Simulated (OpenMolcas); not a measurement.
# One shape, several levels: C3H4AlF (SMILES C#[C][Al]([CH3])[F])

Aim: a comparison of 6 runs (HF/3-21G, B3LYP/6-31G*, B2PLYP/cc-pVDZ, BLYP/cc-pVDZ, r2SCAN/cc-pVDZ, MP2/cc-pVDZ) of C3H4AlF. 

Program for the calculation: OpenMolcas 26.06.

1 further run of the same task is left out (set aside as unsound or not needed).

## 1. The molecule

C3H4AlF: 9 atoms, total charge 0, spin state singlet. SMILES: `C#[C][Al]([CH3])[F]`. Geometry: relaxed at PBE0-D4/def2-TZVP.

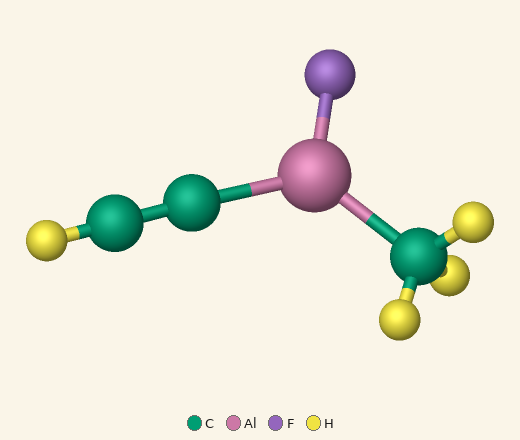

The structure, seen from a chosen angle (carbon teal, aluminium pink, fluorine purple, hydrogen yellow).

## 2. Energy and forces at HF/3-21G (run 1)

calc.inp reads:

```
&GATEWAY
  BASLIB
  $CurrDir
  BASISSET
  C.3-21G....
  C1 0.214800 2.769900 0.344200 angstrom
  C2 0.305500 1.631300 -0.055000 angstrom
  C4 -0.438400 -1.662200 0.274100 angstrom
  End of Basis
  BASISSET
  Al.3-21G....
  Al3 0.406600 -0.178300 -0.626600 angstrom
  End of Basis
  BASISSET
  F.3-21G....
  F5 1.286200 -0.460300 -1.993400 angstrom
  End of Basis
  BASISSET
  H.3-21G....
  H6 0.139200 3.776200 0.690400 angstrom
  H7 -1.159600 -2.156900 -0.383600 angstrom
  H8 0.298900 -2.419800 0.555700 angstrom
  H9 -0.964600 -1.346100 1.177300 angstrom
  End of Basis

&SEWARD

&SCF
  THRESHOLDS
  1e-10 1e-07 1e-07 1e-05
  PRORBITALS
  1 1

&ALASKA
```

The basis set 3-21G is read from a file made from the Basis Set Exchange's data (not shown).

Run with:

```console
$ export MOLCAS_MEM=1860
$ pymolcas calc.inp > calc.log
```

The program printed:

```text
--- Start Module: gateway ---
[...]
--- Stop Module: gateway /rc=_RC_ALL_IS_WELL_ ---
[...]
      Basis functions           57
[...]
--- Start Module: scf ---
[...]
       Convergence after  14 Iterations
[...]
::    Total SCF energy                               -454.8437598575
[...]
      Total spin, S                                     0.0000000000
[...]
      Total electronic charge=   44.000000
      Total            charge=   -0.000000
[...]
      Dipole Moment (debye):
      Origin of the operator (angstrom)=    0.4033    0.1994   -0.5344
                   X= -1.1973E+00               Y=  4.1856E-01               Z=  1.8648E+00           Total=  2.2553E+00
      Quadrupole Moment (debye*angstrom):
[...]
--- Stop Module: scf /rc=_RC_ALL_IS_WELL_ ---
[...]
--- Start Module: alaska ---
[...]
 *              Molecular gradients               *
 **************************************************
  Irreducible representation: a
 ------------------------------------------------------------------------------------------
                              X                       Y                       Z
 ------------------------------------------------------------------------------------------
  C1               -1.48341370098226E-03    9.90215796130300E-03    4.47760980586587E-03
  C2                3.56324822696719E-03   -3.06928347109299E-02   -1.23957403997448E-02
  C4                5.50672459970647E-03    1.07496881027682E-02   -5.37206524728440E-03
  AL3              -4.29050678857257E-03   -1.75385104764891E-03    5.82279818135767E-03
  F5               -2.06038172921730E-03    1.98655881550147E-03    3.52678808421913E-03
  H6               -7.59321996268936E-04    1.09011730503221E-02    3.66739651090331E-03
  H7               -1.94675469974426E-03   -1.14504042892216E-03   -3.33359005916223E-03
  H8                3.39884433056103E-03   -2.14301948165474E-03    8.59785332747443E-05
[...]
--- Stop Module: alaska /rc=_RC_ALL_IS_WELL_ ---
[...]
```

It took 3.9 s on 1 thread of AMD EPYC 7R43 (Zen 3), shared host; peak memory 0.39 GiB.

## 3. Energy and gradient at B3LYP/6-31G(d) (Cartesian functions) (run 2)

calc.input reads:

```
* C3H4AlF Kohn-Sham DFT

&gateway
 baslib=$CurrDir
 basisset
 C.6-31Gs....
 C1 0.214800 2.769900 0.344200 angstrom
 C2 0.305500 1.631300 -0.055000 angstrom
 C4 -0.438400 -1.662200 0.274100 angstrom
 End of Basis
 basisset
 Al.6-31Gs....
 Al3 0.406600 -0.178300 -0.626600 angstrom
 End of Basis
 basisset
 F.6-31Gs....
 F5 1.286200 -0.460300 -1.993400 angstrom
 End of Basis
 basisset
 H.6-31Gs....
 H6 0.139200 3.776200 0.690400 angstrom
 H7 -1.159600 -2.156900 -0.383600 angstrom
 H8 0.298900 -2.419800 0.555700 angstrom
 H9 -0.964600 -1.346100 1.177300 angstrom
 End of Basis

&seward
 gridinput
 Grid=UltraFine
 End of Grid

&scf
 ksdft=B3LYP
 thresholds=1e-10 1e-07 1e-07 1e-05
 prorbitals=1

&alaska
```

The basis set 6-31G* is read from a file made from the Basis Set Exchange's data (not shown).

Run with:

```console
$ export MOLCAS_MEM=1860
$ pymolcas calc.input > calc.log
```

The program printed:

```text
--- Start Module: gateway ---
[...]
--- Stop Module: gateway /rc=_RC_ALL_IS_WELL_ ---
[...]
      Basis functions           87
[...]
--- Start Module: scf ---
[...]
       Convergence after  16 Iterations
[...]
::    Total KS-DFT energy                            -459.0298846821
[...]
      Total spin, S                                     0.0000000000
[...]
      Total electronic charge=   44.000000
      Total            charge=   -0.000000
[...]
      Dipole Moment (debye):
      Origin of the operator (angstrom)=    0.4033    0.1994   -0.5344
                   X= -1.0251E+00               Y=  2.4021E-01               Z=  1.5687E+00           Total=  1.8893E+00
      Quadrupole Moment (debye*angstrom):
[...]
--- Stop Module: scf /rc=_RC_ALL_IS_WELL_ ---
[...]
--- Start Module: alaska ---
[...]
 *              Molecular gradients               *
 **************************************************
  Irreducible representation: a
 ------------------------------------------------------------------------------------------
                              X                       Y                       Z
 ------------------------------------------------------------------------------------------
  C1                1.21660041958771E-03   -1.53641249108016E-02   -5.38335694665992E-03
  C2               -1.10447918267687E-03    1.51122991417498E-02    5.16467117105823E-03
  C4                6.15964206847952E-04    1.45062378362137E-03   -4.54311524584750E-04
  AL3               1.12463765670245E-03   -3.48658772451449E-03   -2.50357472434182E-03
  F5               -3.51393808724687E-03    1.04382717520091E-03    5.45076391140320E-03
  H6                3.21520320088475E-05   -1.29637355611667E-03   -3.48906702214880E-04
  H7                1.62899063984057E-03    1.08304854017138E-03    8.74528609209779E-04
  H8               -1.14605378220478E-03    1.61134700866405E-03   -9.44515073348029E-04
[...]
--- Stop Module: alaska /rc=_RC_ALL_IS_WELL_ ---
[...]
```

It took 42 s on 1 thread of AMD EPYC 7R43 (Zen 3), shared host; peak memory 0.48 GiB.

Runs 3 to 5 aren't shown in full; the table further down has their settings and results.

## 4. A single-point energy at MP2/cc-pVDZ (run 6)

calc.inp reads:

```
&GATEWAY
 BASLIB
 $CurrDir
 BASISSET
 C.cc-pVDZ....
 C1 0.214800 2.769900 0.344200 angstrom
 C2 0.305500 1.631300 -0.055000 angstrom
 C4 -0.438400 -1.662200 0.274100 angstrom
 End of Basis
 BASISSET
 Al.cc-pVDZ....
 Al3 0.406600 -0.178300 -0.626600 angstrom
 End of Basis
 BASISSET
 F.cc-pVDZ....
 F5 1.286200 -0.460300 -1.993400 angstrom
 End of Basis
 BASISSET
 H.cc-pVDZ....
 H6 0.139200 3.776200 0.690400 angstrom
 H7 -1.159600 -2.156900 -0.383600 angstrom
 H8 0.298900 -2.419800 0.555700 angstrom
 H9 -0.964600 -1.346100 1.177300 angstrom
 End of Basis

&SEWARD

&SCF
 THRESHOLDS
 1e-10 1e-07 1e-07 1e-05
 PRORBITALS
 1 2

&MBPT2
 FROZEN
 9
```

The basis set cc-pVDZ is read from a file made from the Basis Set Exchange's data (not shown).

Run with:

```console
$ export MOLCAS_MEM=1860
$ pymolcas calc.inp > calc.log
```

The program printed:

```text
--- Start Module: gateway ---
[...]
--- Stop Module: gateway /rc=_RC_ALL_IS_WELL_ ---
[...]
      Basis functions           94
[...]
--- Start Module: scf ---
[...]
       Convergence after  15 Iterations
[...]
::    Total SCF energy                               -457.3345939830
[...]
      Total spin, S                                     0.0000000000
[...]
      Total electronic charge=   44.000000
      Total            charge=   -0.000000
[...]
      Dipole Moment (debye):
      Origin of the operator (angstrom)=    0.4033    0.1994   -0.5344
                   X= -1.2380E+00               Y=  3.2879E-01               Z=  1.9057E+00           Total=  2.2962E+00
      Quadrupole Moment (debye*angstrom):
[...]
--- Stop Module: scf /rc=_RC_ALL_IS_WELL_ ---
[...]
--- Start Module: mbpt2 ---
[...]
WARNING!
Default frozen orbitals as non valence orbitals is overwritten by user input.
Default values:   6
[...]
       Reference weight ( Cref**2 )         =        0.81845
::    Total MBPT2 energy                             -457.9726866496
[...]
      Total MBPT2 calculations                           0.50      0.57
--- Stop Module: mbpt2 /rc=_RC_ALL_IS_WELL_ ---
[...]
```

Run time: 16 s. Hardware: 1 thread of AMD EPYC 7R43 (Zen 3), shared host; peak memory 0.52 GiB.

## 5. All runs side by side

| run | level | Cartesian functions | integration grid | energy (Eh) | dipole moment (D) of the reference | HOMO energy (eV) | LUMO energy (eV) | wall time |
| --- | --- | --- | --- | --- | --- | --- | --- | --- |
| 1 | HF/3-21G | no | – | -454.843760 | 2.26 | -10.95 | 2.01 | 3.9 s |
| 2 | B3LYP/6-31G* (Cartesian functions) | yes | UltraFine | -459.029885 | 1.89 | -7.69 | -1.11 | 42 s |
| 3 | B2PLYP/cc-pVDZ | no | UltraFine | -458.708758 | 2.15 | -9.16 | 0.03 | 41 s |
| 4 | BLYP/cc-pVDZ | no | UltraFine | -458.960062 | 1.91 | -6.70 | -1.75 | 64 s |
| 5 | r2SCAN/cc-pVDZ | no | UltraFine | -458.884709 | 2.03 | -7.22 | -1.67 | 61 s |
| 6 | MP2/cc-pVDZ | no | – | -457.972687 | 2.30 | -10.93 | 1.85 | 16 s |

## 6. Results

```
                                          quantity          value
                               run 6: total energy  -457.97269 Eh
         run 6: dipole moment (mean-field density)         2.30 D
        run 6: HOMO energy (Hartree–Fock orbitals)      -10.93 eV
        run 6: LUMO energy (Hartree–Fock orbitals)        1.85 eV
      run 6: HOMO–LUMO gap (Hartree–Fock orbitals)       12.78 eV
run 6: correlation energy (9 core orbitals frozen)     -638.1 mEh
```

Over runs 1, 2, 3, 4, 5 the dipole moment (its size) runs from 1.89 D (B3LYP/6-31G*) to 2.26 D (HF/3-21G). The two ends differ in method and basis. Over runs 1, 2, 3, 4, 5 the HOMO–LUMO gap runs from 4.95 eV (BLYP/cc-pVDZ) to 12.96 eV (HF/3-21G). For B2PLYP the log adds the whole second-order term; the table takes 0.27 of it, as the functional is defined. Totals of different functionals can't be ranked against each other. All runs together took 3.8 min, the longest 64 s.
